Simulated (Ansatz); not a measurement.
# Run report: BSiN$_{2}$H$_{6}$F, geometry relaxation (part 3 of 3)

Continued. System: BSiN$_{2}$H$_{6}$F. Method: RKS PBE0/def2-SVP (Ansatz 0.2.0). The run did not end well. It belongs to a series of runs on one base structure; here: end point A relaxed.

Geometry of the input (Å):
```
B  -0.6036  0.8723  -1.4498
N  0.7029  0.4807  -0.9277
Si 0.4539  -0.0675  0.7510
N  -0.4692  -1.5219  0.7946
F  -0.2301  1.1439  1.6651
H  -0.8365  2.0562  -1.7821
H  -1.4847  0.1230  -1.6147
H  1.3495  1.3520  -0.8961
H  1.8050  -0.3742  1.3823
H  -0.5768  -1.8513  1.8152
H  -0.0450  -2.2702  0.2830
```

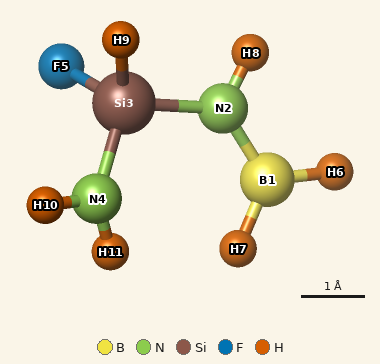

Figure 1. The geometry at step 29 of the log (ball-and-stick view, seen at a tilt; atoms are numbered from 1 in the order of the input).

## Trajectory as extended XYZ, continued
```
11
Properties=species:S:1:pos:R:3:forces:R:3 step=17 energy=-14334.69911 accepted=F
B    -0.5917    0.8054   -1.5025    0.0321  -0.0583  -0.0427
N     0.4737    0.8069   -0.5885   -0.0172   0.0736   0.0500
Si    0.5848   -0.0423    0.9343   -0.0082  -0.0315  -0.0170
N    -0.2136   -1.5385    0.7944   -0.1250  -0.0850  -0.2317
F    -0.0950    0.8143    2.1386   -0.0021   0.0347   0.0157
H    -0.5320    1.4886   -2.4989   -0.0176   0.0248   0.0173
H    -1.5517    0.0966   -1.2943   -0.0017   0.0045   0.0024
H     1.2482    1.4340   -0.7943   -0.0025  -0.0470  -0.0172
H     2.0198   -0.0985    1.3050   -0.0035  -0.0100   0.0098
H    -0.6018   -2.0159    1.5990    0.0261   0.0129  -0.0120
H    -0.6753   -1.8075   -0.0720    0.1197   0.0811   0.2255
11
Properties=species:S:1:pos:R:3:forces:R:3 step=18 energy=-14334.70045
B    -0.5925    0.8053   -1.5040    0.0013  -0.0030  -0.0014
N     0.4688    0.8127   -0.5850    0.0007   0.0027   0.0107
Si    0.5816   -0.0394    0.9356   -0.0026  -0.0251  -0.0041
N    -0.2211   -1.5323    0.7950   -0.0191  -0.0202  -0.0473
F    -0.0933    0.8154    2.1440   -0.0041   0.0231   0.0075
H    -0.5335    1.4915   -2.4984   -0.0009   0.0000   0.0010
H    -1.5553    0.1014   -1.2934    0.0016  -0.0013  -0.0016
H     1.2536    1.4220   -0.8016   -0.0005   0.0008  -0.0035
H     2.0172   -0.0999    1.3050   -0.0029  -0.0012   0.0016
H    -0.6042   -2.0159    1.5976    0.0140   0.0030  -0.0031
H    -0.6558   -1.8179   -0.0740    0.0123   0.0212   0.0403
11
Properties=species:S:1:pos:R:3:forces:R:3 step=19 energy=-14334.70224
B    -0.5866    0.7978   -1.5062    0.0134  -0.0005  -0.0059
N     0.4703    0.8155   -0.5829   -0.0106   0.0127   0.0028
Si    0.5804   -0.0390    0.9367    0.0441  -0.0218  -0.0116
N    -0.2130   -1.5355    0.7847   -0.0323  -0.0338  -0.0395
F    -0.0962    0.8238    2.1388   -0.0059   0.0299   0.0131
H    -0.5319    1.4851   -2.5000   -0.0014  -0.0005   0.0019
H    -1.5430    0.0833   -1.3007   -0.0028  -0.0016   0.0009
H     1.2492    1.4338   -0.7951   -0.0024  -0.0033   0.0010
H     2.0138   -0.1113    1.3147   -0.0222   0.0081   0.0022
H    -0.5620   -2.0362    1.5926    0.0089  -0.0088  -0.0021
H    -0.7156   -1.7744   -0.0619    0.0112   0.0197   0.0373
11
Properties=species:S:1:pos:R:3:forces:R:3 step=20 energy=-14334.70264
B    -0.5777    0.7887   -1.5108    0.0267  -0.0099  -0.0039
N     0.4720    0.8196   -0.5802   -0.0248   0.0257  -0.0106
Si    0.5789   -0.0399    0.9370    0.0693  -0.0028   0.0037
N    -0.2046   -1.5406    0.7706   -0.2788  -0.1402  -0.2642
F    -0.0981    0.8373    2.1293   -0.0156   0.0321   0.0148
H    -0.5270    1.4754   -2.5050   -0.0029   0.0043   0.0056
H    -1.5266    0.0615   -1.3119   -0.0035   0.0002  -0.0006
H     1.2417    1.4522   -0.7839   -0.0024  -0.0128   0.0027
H     2.0076   -0.1256    1.3299   -0.0293   0.0008  -0.0076
H    -0.4963   -2.0718    1.5855    0.0226   0.0390  -0.1189
H    -0.8044   -1.7138   -0.0397    0.2387   0.0636   0.3792
11
Properties=species:S:1:pos:R:3:forces:R:3 step=21 energy=-14334.70531
B    -0.5641    0.7745   -1.5332   -0.0263   0.0494  -0.0956
N     0.4491    0.8394   -0.5673    0.0748  -0.0164   0.0516
Si    0.5801   -0.0346    0.9394   -0.2433  -0.1812   0.0379
N    -0.2198   -1.5322    0.7632    0.0583   0.0275   0.0848
F    -0.0730    0.8569    2.1389    0.0425   0.0125  -0.0522
H    -0.4890    1.4753   -2.5152   -0.0129   0.0127  -0.0281
H    -1.5097    0.0280   -1.3990    0.0447  -0.0264   0.0806
H     1.2014    1.4961   -0.7586   -0.0058   0.0093   0.0156
H     2.0002   -0.1734    1.3338    0.0340   0.0262  -0.0276
H    -0.3772   -2.1332    1.5667    0.0089   0.0649  -0.1124
H    -0.9327   -1.6538    0.0520    0.0250   0.0216   0.0455
11
Properties=species:S:1:pos:R:3:forces:R:3 step=22 energy=-14334.70899
B    -0.5535    0.7694   -1.5293   -0.0391  -0.0700   0.0312
N     0.4619    0.8427   -0.5655   -0.0164   0.0601  -0.0823
Si    0.5708   -0.0383    0.9375   -0.0044  -0.0025   0.0230
N    -0.2246   -1.5321    0.7494   -0.0299  -0.0220   0.0687
F    -0.0720    0.8690    2.1299   -0.0094  -0.0251  -0.0261
H    -0.5062    1.4628   -2.5186   -0.0057   0.0052   0.0034
H    -1.4767   -0.0018   -1.3580    0.0308   0.0502  -0.0352
H     1.2068    1.5113   -0.7451   -0.0015  -0.0145   0.0267
H     1.9932   -0.1714    1.3234    0.0357  -0.0269   0.0250
H    -0.3800   -2.1411    1.5467    0.0074   0.0486  -0.0917
H    -0.9543   -1.6276    0.0505    0.0326  -0.0030   0.0575
11
Properties=species:S:1:pos:R:3:forces:R:3 step=23 energy=-14334.71022
B    -0.5437    0.7695   -1.5496    0.0235  -0.0057  -0.0150
N     0.4554    0.8493   -0.5697   -0.0403  -0.0230   0.0077
Si    0.5614   -0.0406    0.9287    0.2259   0.0015   0.1332
N    -0.2331   -1.5343    0.7557   -0.0345   0.0225  -0.0185
F    -0.0640    0.8809    2.1208   -0.0118  -0.0171  -0.0553
H    -0.5010    1.4928   -2.5169    0.0014   0.0040  -0.0174
H    -1.4465   -0.0293   -1.4231   -0.0115   0.0064   0.0174
H     1.1896    1.5356   -0.7202   -0.0104   0.0340  -0.0066
H     1.9888   -0.2045    1.3193   -0.1189   0.0096  -0.0357
H    -0.3125   -2.1672    1.5426    0.0048  -0.0110   0.0047
H    -1.0291   -1.6094    0.1333   -0.0282  -0.0213  -0.0146
11
Properties=species:S:1:pos:R:3:forces:R:3 step=24 energy=-14334.71020 accepted=F
B    -0.5326    0.7560   -1.5599   -0.0478   0.1080   0.0520
N     0.4547    0.8503   -0.5691    0.0212   0.0114   0.0195
Si    0.5674   -0.0427    0.9280    0.0770   0.0004   0.0838
N    -0.2384   -1.5306    0.7535   -0.1376  -0.0500  -0.0426
F    -0.0590    0.8849    2.1149    0.0211  -0.0070  -0.0324
H    -0.4910    1.4842   -2.5244    0.0155  -0.0205  -0.0192
H    -1.4466   -0.0290   -1.4281    0.0392  -0.0571  -0.0188
H     1.1681    1.5634   -0.7020   -0.0174  -0.0338  -0.0372
H     1.9907   -0.2202    1.3199   -0.0891   0.0123  -0.0296
H    -0.2890   -2.1795    1.5324   -0.0019   0.0462  -0.0769
H    -1.0589   -1.5938    0.1556    0.1199  -0.0099   0.1014
11
Properties=species:S:1:pos:R:3:forces:R:3 step=25 energy=-14334.71166
B    -0.5428    0.7668   -1.5484    0.0400  -0.0375  -0.0337
N     0.4546    0.8499   -0.5671   -0.0008   0.0295   0.0168
Si    0.5692   -0.0416    0.9310   -0.0147  -0.0069   0.0333
N    -0.2376   -1.5295    0.7536   -0.0345  -0.0114   0.0036
F    -0.0606    0.8833    2.1176    0.0183  -0.0071  -0.0185
H    -0.4940    1.4819   -2.5225   -0.0140   0.0152   0.0115
H    -1.4457   -0.0324   -1.4219   -0.0045   0.0073   0.0112
H     1.1780    1.5495   -0.7137   -0.0095  -0.0040  -0.0127
H     1.9899   -0.2118    1.3204   -0.0194  -0.0012  -0.0077
H    -0.3044   -2.1734    1.5342    0.0001   0.0203  -0.0421
H    -1.0411   -1.5998    0.1376    0.0390  -0.0042   0.0383
11
Properties=species:S:1:pos:R:3:forces:R:3 step=26 energy=-14334.71375
B    -0.5228    0.7510   -1.5660   -0.0210  -0.0356   0.0402
N     0.4417    0.8703   -0.5555   -0.0124  -0.0069  -0.0079
Si    0.5649   -0.0392    0.9320   -0.0264  -0.0087  -0.0243
N    -0.2616   -1.5150    0.7546   -0.0152  -0.0040   0.0229
F    -0.0289    0.8921    2.1318    0.0219   0.0022  -0.0209
H    -0.4847    1.4785   -2.5298    0.0109   0.0244  -0.0197
H    -1.3995   -0.0815   -1.4663    0.0237   0.0093  -0.0019
H     1.1412    1.5971   -0.6827   -0.0063   0.0143   0.0044
H     1.9843   -0.2502    1.2952    0.0256   0.0043   0.0247
H    -0.2595   -2.1952    1.5062   -0.0073   0.0118  -0.0309
H    -1.1098   -1.5650    0.2014    0.0065  -0.0111   0.0135
11
Properties=species:S:1:pos:R:3:forces:R:3 step=27 energy=-14334.71182 accepted=F
B    -0.4989    0.7337   -1.5895   -0.0014  -0.0897   0.1014
N     0.4259    0.8941   -0.5440   -0.0198   0.0507  -0.0554
Si    0.5605   -0.0393    0.9288    0.0326   0.0230  -0.0221
N    -0.2970   -1.4972    0.7588   -0.2986  -0.2652   0.1373
F     0.0212    0.9069    2.1445    0.0264  -0.0158  -0.0561
H    -0.4696    1.4794   -2.5392    0.0024   0.0407  -0.0241
H    -1.3306   -0.1537   -1.5376    0.1104   0.0855   0.0091
H     1.0813    1.6706   -0.6337   -0.1095  -0.0997   0.0129
H     1.9797   -0.3059    1.2648   -0.0102   0.0092   0.0159
H    -0.1971   -2.2262    1.4698   -0.1084   0.3048  -0.3486
H    -1.2101   -1.5193    0.2982    0.3760  -0.0435   0.2297
11
Properties=species:S:1:pos:R:3:forces:R:3 step=28 energy=-14334.71645
B    -0.5106    0.7387   -1.5774   -0.0079  -0.0115   0.0075
N     0.4320    0.8802   -0.5496    0.0020  -0.0034  -0.0093
Si    0.5652   -0.0407    0.9295    0.0040   0.0050  -0.0015
N    -0.2838   -1.5035    0.7607   -0.0198  -0.0016   0.0242
F     0.0072    0.9079    2.1331    0.0089  -0.0043  -0.0110
H    -0.4775    1.4845   -2.5279   -0.0073   0.0172  -0.0203
H    -1.3586   -0.1250   -1.5089    0.0249  -0.0004   0.0015
H     1.0996    1.6401   -0.6567   -0.0128  -0.0083   0.0204
H     1.9829   -0.2849    1.2838    0.0076   0.0029   0.0024
H    -0.2335   -2.2101    1.4855   -0.0095   0.0118  -0.0314
H    -1.1577   -1.5444    0.2486    0.0099  -0.0074   0.0174
11
Properties=species:S:1:pos:R:3:forces:R:3 step=29 energy=-14334.71899
B    -0.4978    0.7270   -1.5886   -0.0073  -0.0006  -0.0046
N     0.4247    0.8877   -0.5448    0.0297   0.0498  -0.0308
Si    0.5658   -0.0422    0.9275    0.0266   0.0204   0.0188
N    -0.3054   -1.4921    0.7674   -0.0451  -0.0608   0.0733
F     0.0406    0.9222    2.1343    0.0077  -0.0223  -0.0200
H    -0.4765    1.4930   -2.5246   -0.0161  -0.0038  -0.0094
H    -1.3153   -0.1688   -1.5485    0.0515   0.0214   0.0014
H     1.0614    1.6787   -0.6310   -0.0619  -0.0756   0.0336
H     1.9825   -0.3155    1.2712   -0.0183  -0.0005  -0.0113
H    -0.2136   -2.2229    1.4664   -0.0303   0.0786  -0.1023
H    -1.2010   -1.5243    0.2914    0.0634  -0.0065   0.0514
11
Properties=species:S:1:pos:R:3:forces:R:3 step=30 energy=-14334.72065
B    -0.4872    0.7194   -1.5986    0.0663  -0.1449  -0.0655
N     0.4137    0.8999   -0.5374    0.0181   0.1477  -0.0375
Si    0.5676   -0.0437    0.9250    0.0301   0.0331   0.0371
N    -0.3321   -1.4770    0.7759   -0.0941  -0.1460   0.1311
F     0.0847    0.9323    2.1420    0.0187  -0.0461  -0.0528
H    -0.4788    1.4991   -2.5248   -0.0468   0.0085   0.0310
H    -1.2469   -0.2322   -1.6015    0.0787   0.1406   0.0314
H     1.0125    1.7255   -0.5956   -0.1282  -0.1589   0.0371
H     1.9833   -0.3528    1.2464   -0.0383  -0.0008  -0.0158
H    -0.1983   -2.2333    1.4449   -0.0745   0.1816  -0.2006
H    -1.2530   -1.4942    0.3445    0.1700  -0.0145   0.1045
11
Properties=species:S:1:pos:R:3:forces:R:3 step=31 energy=-14334.67910 accepted=F
B    -0.4090    0.6590   -1.6572   -0.5005   0.4313   0.4201
N     0.3992    0.9184   -0.5274    0.2188   0.3422  -0.2965
Si    0.5710   -0.0470    0.9195    0.0378   0.0794   0.0976
N    -0.3801   -1.4504    0.7918   -0.2780  -0.4108   0.2746
F     0.1598    0.9488    2.1530    0.0548  -0.1232  -0.1870
H    -0.5121    1.5324   -2.5077    0.1815  -0.3566   0.0334
H    -1.1396   -0.3287   -1.6814    0.4531   0.2142  -0.0980
H     0.9138    1.8158   -0.5247   -0.4032  -0.6358  -0.0220
H     1.9841   -0.4181    1.2031   -0.1114  -0.0047  -0.0113
H    -0.1746   -2.2502    1.4060   -0.2613   0.5256  -0.4741
H    -1.3472   -1.4372    0.4460    0.6085  -0.0616   0.2633
11
Properties=species:S:1:pos:R:3:forces:R:3 step=32 energy=-14334.72876
B    -0.4659    0.7021   -1.6163    0.0031  -0.0525  -0.0096
N     0.3961    0.9114   -0.5289    0.0136   0.0512  -0.0129
Si    0.5732   -0.0454    0.9221   -0.0244  -0.0095   0.0288
N    -0.3524   -1.4631    0.7890   -0.0303  -0.0400   0.0610
F     0.1304    0.9356    2.1488    0.0173  -0.0117  -0.0265
H    -0.4822    1.5000   -2.5260   -0.0135   0.0027   0.0079
H    -1.1880   -0.2738   -1.6415    0.0657   0.0620   0.0059
H     0.9532    1.7645   -0.5570   -0.0612  -0.0713   0.0069
H     1.9859   -0.3843    1.2193   -0.0079   0.0008  -0.0183
H    -0.2032   -2.2364    1.4292   -0.0367   0.0767  -0.0934
H    -1.2818   -1.4676    0.3820    0.0745  -0.0084   0.0501
11
Properties=species:S:1:pos:R:3:forces:R:3 step=33 energy=-14334.73392
B    -0.4505    0.6902   -1.6291    0.0121  -0.0089   0.0230
N     0.3803    0.9206   -0.5210    0.0101   0.0156  -0.0146
Si    0.5761   -0.0465    0.9208   -0.0433  -0.0304   0.0152
N    -0.3718   -1.4505    0.8025    0.0245   0.0358   0.0259
F     0.1704    0.9399    2.1555    0.0181  -0.0019  -0.0222
H    -0.4879    1.5038   -2.5242   -0.0009  -0.0049   0.0001
H    -1.1281   -0.3142   -1.6808    0.0499   0.0390   0.0040
H     0.9054    1.7937   -0.5261   -0.0631  -0.0460  -0.0055
H     1.9876   -0.4091    1.1921    0.0007  -0.0027  -0.0125
H    -0.2080   -2.2403    1.4148   -0.0112   0.0063  -0.0277
H    -1.3080   -1.4447    0.4162    0.0030  -0.0020   0.0144
11
Properties=species:S:1:pos:R:3:forces:R:3 step=34 energy=-14334.74025
B    -0.4269    0.6728   -1.6482    0.0531   0.0047   0.0824
N     0.3557    0.9343   -0.5089    0.0107   0.1025  -0.0273
Si    0.5810   -0.0491    0.9183   -0.0671  -0.0324   0.0195
N    -0.4026   -1.4304    0.8244    0.0962   0.0562   0.0409
F     0.2359    0.9475    2.1647    0.0277  -0.0217  -0.0540
H    -0.4877    1.5043   -2.5265   -0.0100  -0.0221   0.0072
H    -1.0369   -0.3738   -1.7387    0.0826   0.0900   0.0117
H     0.8206    1.8441   -0.4735   -0.1269  -0.1812  -0.0462
H     1.9905   -0.4497    1.1482   -0.0196  -0.0049  -0.0095
H    -0.2133   -2.2489    1.3892   -0.0105   0.0055  -0.0229
H    -1.3507   -1.4081    0.4719   -0.0362   0.0035  -0.0017
11
Properties=species:S:1:pos:R:3:forces:R:3 step=35 energy=-14334.73949 accepted=F
B    -0.3876    0.6493   -1.6758   -0.0364   0.0297   0.2580
N     0.3224    0.9524   -0.4932    0.0675   0.2340  -0.1063
Si    0.5852   -0.0515    0.9150   -0.0826  -0.0099   0.0604
N    -0.4410   -1.4051    0.8525    0.1760  -0.0039   0.1014
F     0.3164    0.9549    2.1768    0.0398  -0.0897  -0.1565
H    -0.5031    1.5110   -2.5221    0.0364  -0.0962  -0.0055
H    -0.9100   -0.4483   -1.8136    0.1960   0.2697   0.0382
H     0.7188    1.8991   -0.4147   -0.2564  -0.4509  -0.1059
H     1.9909   -0.5001    1.0927   -0.0744   0.0042  -0.0098
H    -0.2223   -2.2579    1.3576   -0.0582   0.1138  -0.0844
H    -1.4044   -1.3607    0.5456   -0.0077  -0.0009   0.0104
11
Properties=species:S:1:pos:R:3:forces:R:3 step=36 energy=-14334.74551
B    -0.4044    0.6694   -1.6563   -0.0989  -0.0753  -0.0328
N     0.3374    0.9450   -0.4996    0.0158  -0.0532   0.0298
Si    0.5763   -0.0512    0.9156    0.0190   0.0104   0.0115
N    -0.4198   -1.4219    0.8355   -0.0304   0.0586  -0.0005
F     0.2681    0.9506    2.1666    0.0113  -0.0231  -0.0364
H    -0.4936    1.5055   -2.5268    0.0311  -0.0002  -0.0005
H    -0.9633   -0.4006   -1.7648    0.0302   0.0412  -0.0162
H     0.7741    1.8613   -0.4555   -0.0031   0.0772   0.0266
H     1.9842   -0.4716    1.1151   -0.0122  -0.0142   0.0054
H    -0.2105   -2.2558    1.3687   -0.0037  -0.0179  -0.0044
H    -1.3830   -1.3876    0.5222    0.0409  -0.0034   0.0175
11
Properties=species:S:1:pos:R:3:forces:R:3 step=37 energy=-14334.75102
B    -0.3856    0.6580   -1.6703   -0.0391  -0.0088  -0.0514
N     0.3122    0.9515   -0.4895   -0.0143  -0.0546   0.0181
Si    0.5790   -0.0532    0.9146   -0.0026   0.0026   0.0048
N    -0.4408   -1.4070    0.8618    0.0029   0.0271   0.0149
F     0.3192    0.9583    2.1685    0.0145  -0.0219  -0.0313
H    -0.4778    1.5098   -2.5253   -0.0007  -0.0044  -0.0139
H    -0.8949   -0.4299   -1.8234    0.0367   0.0159   0.0250
H     0.6940    1.8914   -0.4246    0.0075   0.0362   0.0387
H     1.9811   -0.5074    1.0813   -0.0147  -0.0011   0.0011
H    -0.2084   -2.2637    1.3481   -0.0145   0.0067  -0.0161
H    -1.4126   -1.3648    0.5795    0.0243   0.0024   0.0101
11
Properties=species:S:1:pos:R:3:forces:R:3 step=38 energy=-14334.75443
B    -0.3550    0.6449   -1.6882    0.0037  -0.0499   0.0125
N     0.2781    0.9641   -0.4742   -0.0131   0.1462  -0.0569
Si    0.5820   -0.0571    0.9106   -0.0049   0.0458   0.0263
N    -0.4717   -1.3851    0.8913    0.0175  -0.1331   0.0826
F     0.3921    0.9644    2.1707    0.0158  -0.0618  -0.0655
H    -0.4724    1.5084   -2.5298   -0.0162  -0.0264  -0.0007
H    -0.7782   -0.4780   -1.8812    0.0724   0.1187   0.0465
H     0.5843    1.9342   -0.3756   -0.0426  -0.2046   0.0180
H     1.9762   -0.5552    1.0289   -0.0499   0.0132  -0.0073
H    -0.2136   -2.2722    1.3137   -0.0896   0.1609  -0.0842
H    -1.4564   -1.3253    0.6546    0.1070  -0.0090   0.0286
11
Properties=species:S:1:pos:R:3:forces:R:3 step=39 energy=-14334.75618
B    -0.3552    0.6480   -1.6885    0.0827  -0.1045  -0.0299
N     0.2687    0.9690   -0.4711   -0.0292   0.0599  -0.0468
Si    0.5803   -0.0585    0.9070    0.0133   0.0439   0.0307
N    -0.4763   -1.3838    0.8930    0.0155  -0.0514   0.0457
F     0.4039    0.9580    2.1730    0.0105  -0.0504  -0.0642
H    -0.4819    1.5080   -2.5319   -0.0249  -0.0087   0.0158
H    -0.7385   -0.4868   -1.8899    0.0047   0.1181   0.0475
H     0.5748    1.9357   -0.3679   -0.0411  -0.0773   0.0337
H     1.9734   -0.5599    1.0123   -0.0340   0.0070  -0.0048
H    -0.2221   -2.2675    1.3198   -0.0565   0.0697  -0.0431
H    -1.4616   -1.3192    0.6649    0.0590  -0.0063   0.0155
11
Properties=species:S:1:pos:R:3:forces:R:3 step=40 energy=-14334.75854
B    -0.3310    0.6440   -1.7040   -0.0006   0.0029   0.0149
N     0.2472    0.9731   -0.4676   -0.0070  -0.0248  -0.0054
Si    0.5850   -0.0671    0.8945   -0.0275   0.0274   0.0100
N    -0.4857   -1.3803    0.9020    0.0268   0.0103  -0.0025
F     0.4490    0.9451    2.1637   -0.0417   0.0681   0.0549
H    -0.4842    1.5083   -2.5371    0.0016   0.0097  -0.0048
H    -0.6750   -0.4953   -1.9185    0.0123  -0.0101   0.0015
H     0.5050    1.9478   -0.3308    0.0024   0.0006   0.0005
H     1.9722   -0.5721    0.9888    0.0507  -0.0602  -0.0635
H    -0.2436   -2.2627    1.3329   -0.0110  -0.0251   0.0054
H    -1.4734   -1.2979    0.6970   -0.0059   0.0011  -0.0109
```

## Outcome

| quantity | value |
| --- | --- |
| outcome | not converged |
| hardware | 2 threads of AMD EPYC (Zen 3), 16 GiB of memory available, shared host |
| wall time | 84 s (CPU time 2.7 min) |
| peak memory | 0.23 GiB |

## What went wrong

The run did not converge: “geometry relaxation did not converge after 40 steps: max|allowed force component| = 6.81e-2 eV/Å (threshold 1.5e-2). Raise `relax.max_steps` over both its present limit and 40, loosen `relax.f_tol`, or start from a geometry closer to equilibrium …” Its last values are not results.
